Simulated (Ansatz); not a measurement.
# Settings and their price: (8,0) carbon nanotube bundle (64 atoms)

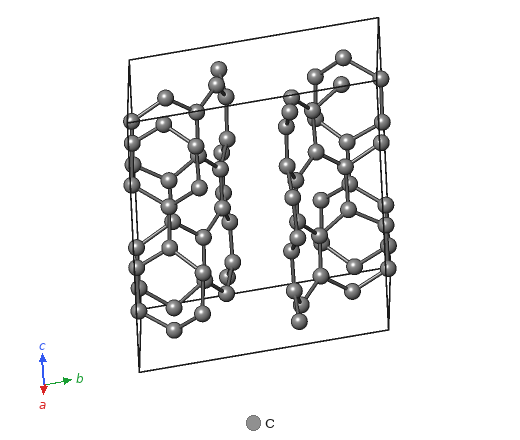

The cell (carbon grey). Some periodic images of atoms are drawn too.

The cell holds 64 atoms: 64 C. Cell: a = 9.564 Å, b = 9.564 Å, c = 8.522 Å, α = 90.0°, β = 90.0°, γ = 120.0°. It derives from C (graphene). Graphene sheet (a = 2.46 Å) rolled into a (8,0) tube of diameter 6.26 Å, 2 periods, hexagonal bundle with 3.3 Å between walls; every coordinate displaced by a Gaussian of 0.03 Å.

Geometry: as built.

Reference run: Kohn-Sham DFT, PBE+D3(BJ), PAW (set soft_2), plane waves (Ansatz 0.2.0), cutoff 420 eV, k-mesh 2×2×2, fermi-dirac smearing of 0.05 eV.

```
r.m.s. force component                           : 1.936 eV/Å
pressure                                         : 8.827 GPa
spacing of highest filled and lowest empty level : 0.063 eV
SCF cycles                                       : 7
time                                             : 37 s on 4 threads of Arm Neoverse V2, shared host
```

Q: Estimate how much each variant changes the results, and its time and memory.
- support functions low
- support functions medium
- support functions high
- support functions medium, radius 3.34 Å
- support functions medium, radius 3.58 Å

Differences are against the plane-wave reference (Kohn-Sham DFT, PBE+D3(BJ), PAW (set soft_2), plane waves), whose r.m.s. force component is 1.94 eV/Å. Energies are set beside the reference only for runs with its functional, potentials and electron count. Times are for 4 threads of Arm Neoverse V2, shared host. The reference's time includes the DOS, ELF, the stress and grids, which some other runs skip.

```csv
run,"Δ force, r.m.s. (meV/Å)",share of r.m.s. force (%),Δ energy (meV/atom),cycles,time,host memory (GiB)
reference,-,-,-,7,37 s,2.9
support functions low,1.38,0.0715,-3.70,11,80 s,2.2
support functions medium,1.35,0.0698,-3.70,12,93 s,2.2
support functions high,0.957,0.0494,-3.70,16,4.2 min,4.2
"support functions medium, radius 3.34 Å",1.38,0.0711,-3.70,12,88 s,2.1
"support functions medium, radius 3.58 Å",1.33,0.0688,-3.70,12,1.7 min,2.4
```

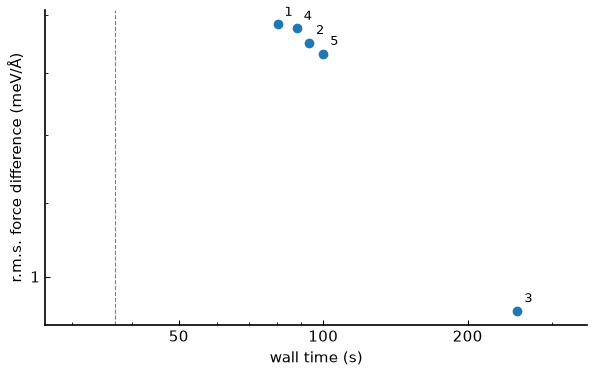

Force difference from the reference against wall time; the dashed line marks the reference's time. Points: 1 support functions low; 2 support functions medium; 3 support functions high; 4 support functions medium, radius 3.34 Å; 5 support functions medium, radius 3.58 Å.

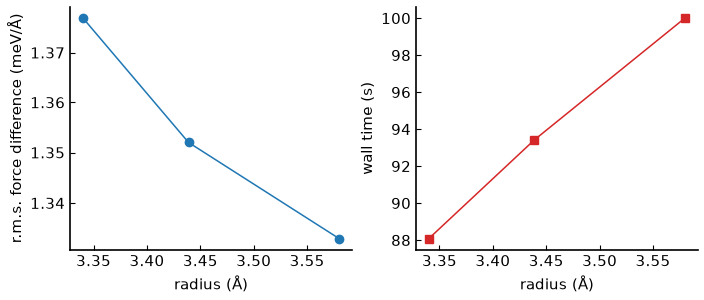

Force difference and time against the radius.

Among numerical settings the force difference runs from 0.96 meV/Å (support functions high) to 1.4 meV/Å (support functions low). At 64 atoms the fastest of the runs at a preset level, support functions low, takes roughly 2.2 times the time of plane waves (whose run also made extra analyses, so the like-for-like ratio is larger), in 11 SCF cycles against 7. Differences between support functions and plane waves include what basis error the plane-wave run still has. As the radius goes from 3.34 to 3.58 Å, the force difference goes from 1.4 to 1.3 meV/Å, and the time from 88 s to 1.7 min. 

[Logs are printed without paths, hosts, clocks, repeated set-up lines and the standing remarks that a program may print on its own settings, such as how far it seeks lower states.]

[Hosts, paths, dates, database ids (printed as entryN), source tags and the programs' standing remarks are cut or masked in the printed files.]
